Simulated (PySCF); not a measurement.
# C₄H₃BF₄: spin-spin couplings

Aim: predict the spin-spin couplings of C₄H₃BF₄ (`FB(F)C1=CC(F)(F)C1`).

The runs use PySCF 2.14.0, with density-fitted response routines of our own; the level of theory stands in each step. All values are computed, except where a source is named. Atoms are numbered from 0 throughout.

**1. The molecule as given**

12 atoms, charge 0, multiplicity 1; geometry from: GFN2-xTB.

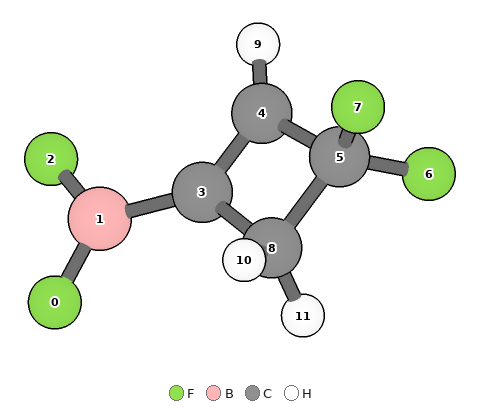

As it starts; fluorine green, boron pink, carbon grey, hydrogen white, atoms numbered; sticks join atoms by distance.

**2. Indirect couplings: B3LYP/pcJ-1**

Job settings and geometry (Å):

```
{"job": {"kind": "j", "xc": "B3LYP", "basis": "pcJ-1"}, "charge": 0, "multiplicity": 1}
F      2.794509    -0.952298    -0.395689
B      2.111120     0.018447     0.168333
F      2.840660     0.932927     0.767654
C      0.562007     0.083450     0.127941
C     -0.343642     0.953423     0.611861
C     -1.513705     0.173233     0.068397
F     -2.379112    -0.325828     0.982990
F     -2.279423     0.802818    -0.854509
C     -0.482050    -0.832178    -0.493102
H     -0.292582     1.865556     1.174502
H     -0.465713    -0.892252    -1.578834
H     -0.550870    -1.827984    -0.061442
```

Method: B3LYP/pcJ-1 indirect spin-spin coupling, non-relativistic, gas phase.

The run is started by

```console
$ OMP_NUM_THREADS=1 python probes_run.py task.json out
```

This one command runs all jobs of the session in turn.

The log of the run:

```text
coarse grid: 11640 points
cycle   1  E = -578.3207855694  dE =  1.353e+00  |g| = 9.671e-01  |ddm| = 3.204e+00
cycle   2  E = -578.1498375438  dE =  1.709e-01  |g| = 1.487e+00  |ddm| = 1.211e+00
cycle   3  E = -578.4653483169  dE = -3.155e-01  |g| = 9.432e-02  |ddm| = 7.323e-01
cycle   4  E = -578.4667990424  dE = -1.451e-03  |g| = 5.173e-02  |ddm| = 1.060e-01
cycle   5  E = -578.4673992492  dE = -6.002e-04  |g| = 6.481e-03  |ddm| = 4.048e-02
cycle   6  E = -578.4674046508  dE = -5.402e-06  |g| = 3.021e-03  |ddm| = 5.704e-03
final grid: 118576 points
cycle   7  E = -578.5430500746  dE = -2.441e-04  |g| = 1.086e-02  |ddm| = 2.053e-02
cycle   8  E = -578.5430279603  dE =  2.211e-05  |g| = 1.617e-02  |ddm| = 1.406e-02
cycle   9  E = -578.5430670020  dE = -3.904e-05  |g| = 8.941e-04  |ddm| = 8.623e-03
cycle  10  E = -578.5430669903  dE =  1.177e-08  |g| = 8.487e-04  |ddm| = 1.127e-03
cycle  11  E = -578.5430671528  dE = -1.625e-07  |g| = 1.623e-04  |ddm| = 6.781e-04
cycle  12  E = -578.5430671586  dE = -5.783e-09  |g| = 3.576e-05  |ddm| = 1.249e-04
cycle  13  E = -578.5430671588  dE = -2.293e-10  |g| = 8.696e-06  |ddm| = 2.257e-05
converged SCF energy = -578.5430671588

Indirect spin-spin couplings (Hz)
  i      j    bonds     total        FC       PSO       DSO        SD
  0 F    1 B    1   -115.016   -62.660   -53.706     0.998     0.352
  0 F    2 F    2   -213.419    61.669  -278.138    -0.983     4.032
  0 F    3 C    2     47.306    48.288    -1.028     0.067    -0.021
  0 F    4 C    3     21.480     7.157     8.645    -0.263     5.941
  0 F    5 C    4      1.150     1.403     0.027    -0.120    -0.161
  0 F    6 F    5      0.344     1.654    -0.150    -0.652    -0.508
  0 F    7 F    5      0.417     1.668    -0.122    -0.651    -0.479
  0 F    8 C    3     -3.242    -3.116    -0.146     0.067    -0.047
  0 F    9 H    4      0.549    -1.152     2.677    -1.141     0.164
  0 F   10 H    4     -0.271    -0.072    -0.296     0.166    -0.068
  0 F   11 H    4     -0.266    -0.068    -0.289     0.158    -0.067
  1 B    2 F    1   -118.851   -66.701   -53.405     1.001     0.254
  1 B    3 C    1    111.322   111.988    -1.394     0.457     0.272
  1 B    4 C    2      4.131     2.996     0.497     0.041     0.598
  1 B    5 C    3     15.905    15.968    -0.035     0.001    -0.028
  1 B    6 F    4      6.832     6.673    -0.026    -0.162     0.346
  1 B    7 F    4      6.916     6.750    -0.025    -0.161     0.352
  1 B    8 C    2      4.252     4.222    -0.053     0.058     0.025
  1 B    9 H    3      2.397     2.302     0.103     0.014    -0.022
  1 B   10 H    3      0.720     0.720    -0.064     0.076    -0.012
  1 B   11 H    3      0.708     0.708    -0.061     0.074    -0.012
  2 F    3 C    2     40.727    42.464    -1.241     0.056    -0.553
  2 F    4 C    3      1.402    -2.559     0.069     0.036     3.856
  2 F    5 C    4      0.760     1.203    -0.144    -0.123    -0.175
  2 F    7 F    5      0.193     2.478    -1.431    -0.636    -0.217
  2 F    8 C    3      6.704     5.457     0.671    -0.225     0.802
  2 F    9 H    4     -0.765    -0.349    -0.632     0.313    -0.097
  2 F   10 H    4     -0.891    -0.962     1.004    -0.925    -0.008
  2 F   11 H    4     -0.884    -0.957     1.008    -0.929    -0.006
  3 C    6 F    3     12.386    12.388     3.165    -0.214    -2.952
  3 C    7 F    3     12.497    12.501     3.154    -0.215    -2.943
  3 C    9 H    2      2.270     3.961    -1.228    -0.464         -
  3 C   10 H    2     -5.375    -5.495     0.157    -0.037         -
  3 C   11 H    2     -5.341    -5.461     0.158    -0.039         -
  4 C    6 F    2     24.967    22.406     0.159    -0.008     2.411
  4 C    7 F    2     24.959    22.375     0.176    -0.008     2.416
  4 C    9 H    1    186.660   186.674    -0.961     0.947         -
  4 C   10 H    3      6.908     7.193     0.073    -0.358         -
  4 C   11 H    3      6.928     7.213     0.075    -0.360         -
  5 C    6 F    1   -340.439  -335.825   -17.627     1.190    11.823
  5 C    7 F    1   -340.582  -335.948   -17.641     1.190    11.817
  5 C    9 H    2      2.213     2.214     0.122    -0.123         -
  5 C   10 H    2     -6.874    -7.126     0.107     0.146         -
  5 C   11 H    2     -6.874    -7.126     0.107     0.145         -
  6 F    7 F    2    193.462    58.298    61.843    -0.457    73.779
  6 F    8 C    2     23.320    21.443     0.166    -0.017     1.729
  6 F    9 H    3      0.120    -0.945     1.227    -0.764     0.602
  6 F   10 H    3      2.946     2.205     1.940    -1.566     0.366
  6 F   11 H    3      4.392     4.091     0.230     0.413    -0.342
  7 F    8 C    2     23.211    21.342     0.156    -0.017     1.731
  7 F    9 H    3      0.095    -0.970     1.227    -0.764     0.601
  7 F   10 H    3      4.357     4.055     0.233     0.415    -0.346
  7 F   11 H    3      2.875     2.134     1.936    -1.562     0.367
  8 C    9 H    3     12.489    12.564     0.490    -0.565         -
  8 C   10 H    1    147.736   146.325     0.403     1.008         -
  8 C   11 H    1    147.858   146.450     0.401     1.007         -
  9 H   10 H    4     -1.081    -0.942     1.936    -2.075         -
  9 H   11 H    4     -1.048    -0.909     1.939    -2.078         -
 10 H   11 H    2    -14.700   -14.910     2.304    -2.094         -
```

Run time: 70 s. Hardware: 1 thread of Arm Neoverse V1, shared host; peak memory 1.1 GiB.

A choice of the couplings up to four bonds, sorted by the number of bonds, with means over like pairs; isotopes 11B, 13C, 19F, 1H:

```tsv
pair	bonds	J (Hz)	Fermi contact (Hz)	dihedral (°)
C5–F6	1	-340.5	-335.9	–
C4–H9	1	186.7	186.7	–
C8–H10	1	147.8	146.4	–
F0–B1	1	-116.9	-64.7	–
B1–C3	1	111.3	112.0	–
F0–F2	2	-213.4	61.7	–
F6–F7	2	193.5	58.3	–
F0–C3	2	44.0	45.4	–
C4–F6	2	25.0	22.4	–
F6–C8	2	23.3	21.4	–
H10–H11	2	-14.7	-14.9	–
C5–H10	2	-6.9	-7.1	–
C3–H10	2	-5.4	-5.5	–
B1–C8	2	4.3	4.2	–
B1–C5	3	15.9	16.0	–
C8–H9	3	12.5	12.6	–
C3–F6	3	12.4	12.4	–
F0–C4	3	11.4	2.3	–
C4–H10	3	6.9	7.2	–
F6–H11	3	4.4	4.1	-2
F6–H10	3	2.9	2.2	126
B1–H9	3	2.4	2.3	0
F0–C8	3	1.7	1.2	–
B1–F6	4	6.9	6.7	–
H9–H10	4	-1.1	-0.9	–
```

Where two rows join the same classes of atoms, they are the two kinds of pair (J and J′ of an AA′XX′ pattern), each a mean over its own pairs alone.

The spin-dipole term was solved for some atoms only; pairs without it lack that part.

The response was solved for the nuclei of B, F, H alone, so couplings that need other nuclei can be missing.

Quadrupole couplings from the field gradients of the same density:

```tsv
atom	isotope	eQq/h (MHz)	η
B1	11B	3.083	0.66
```

**3. What came out**

| quantity | value |
| --- | --- |
| largest coupling of the table (B3LYP/pcJ-1) | ¹J(C,F) C5–F6, -340.5 Hz |

Of the pairs tabulated at B3LYP/pcJ-1, C5–F6 (mean over like pairs) couples most strongly (-340.5 Hz; Fermi contact -335.9 Hz). Couplings across rotatable bonds belong to this one conformer; where others are populated, the observed values are averages. Density functionals describe couplings to fluorine poorly, F–F couplings above all, so those rows are rough.
